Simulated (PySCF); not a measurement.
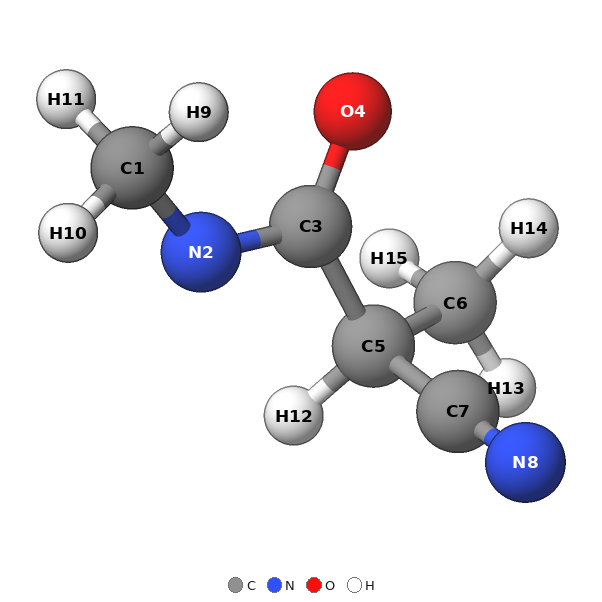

Charge 0, doublet. The computed structure is the end point of a GFN2-xTB optimisation. No frequency run is at hand to confirm it as a minimum. Method: UKS B3LYP, pcH-1 on C H N O, non-relativistic (PySCF 2.14.0).

Give the isotropic hyperfine couplings (Fermi-contact term alone) of C1, N2, C3, O4, C5, C6, C7, N8, H9, H10, H11, H12, H13, H14, H15.

```json
{"atom": "C1", "isotope": "13C", "a_iso (MHz)": "−12.8"}
{"atom": "N2", "isotope": "14N", "a_iso (MHz)": "41.8"}
{"atom": "C3", "isotope": "13C", "a_iso (MHz)": "−22.3"}
{"atom": "O4", "isotope": "17O", "a_iso (MHz)": "−17.9"}
{"atom": "C5", "isotope": "13C", "a_iso (MHz)": "−6.5"}
{"atom": "C6", "isotope": "13C", "a_iso (MHz)": "2.3"}
{"atom": "C7", "isotope": "13C", "a_iso (MHz)": "−1.2"}
{"atom": "N8", "isotope": "14N", "a_iso (MHz)": "0.1"}
{"atom": "H9", "isotope": "1H", "a_iso (MHz)": "−2.4"}
{"atom": "H10", "isotope": "1H", "a_iso (MHz)": "88.9"}
{"atom": "H11", "isotope": "1H", "a_iso (MHz)": "132.1"}
{"atom": "H12", "isotope": "1H", "a_iso (MHz)": "−2.4"}
{"atom": "H13", "isotope": "1H", "a_iso (MHz)": "0.5"}
{"atom": "H14", "isotope": "1H", "a_iso (MHz)": "0.2"}
{"atom": "H15", "isotope": "1H", "a_iso (MHz)": "0.0"}
```
